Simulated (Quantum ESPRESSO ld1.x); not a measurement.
For Ru in [Kr] 4d7 5s1, the spin moment of the 4d shell is fixed at a series of values. Method: scalar-relativistic Kohn-Sham, LDA (Slater exchange, Perdew-Zunger correlation), spin-polarised, spherical densities, point nucleus; computed with Quantum ESPRESSO ld1.x 7.5. Wanted, and plotted below: the energy and the exchange splitting.

The energy falls with the moment, to −1.19 eV at M = 3 μB, the largest moment run, in line with Hund's first rule (at fractional spins the functional's fractional-spin error adds to the fall). A fit E = −I M²/4 gives an exchange integral I of about 0.53 eV, and the exchange splitting grows nearly in proportion to M, to 1.59 eV (0.53 eV per μB).

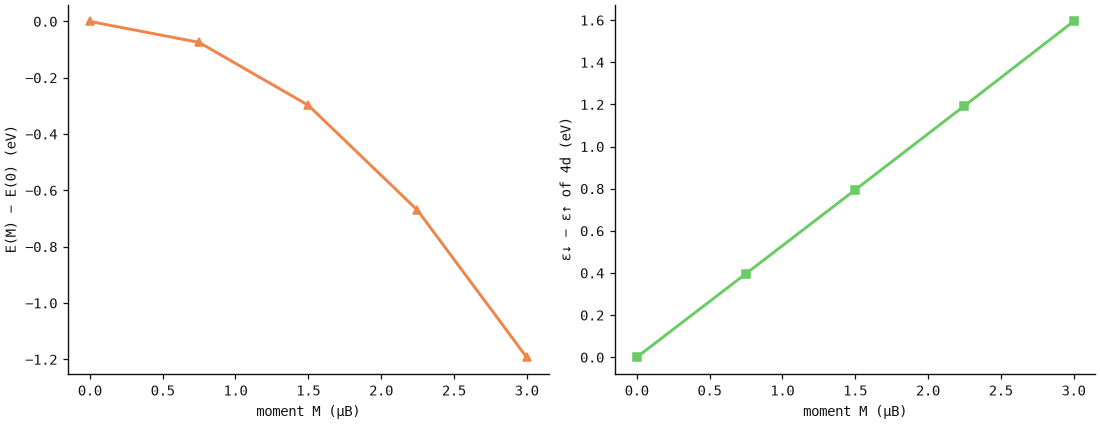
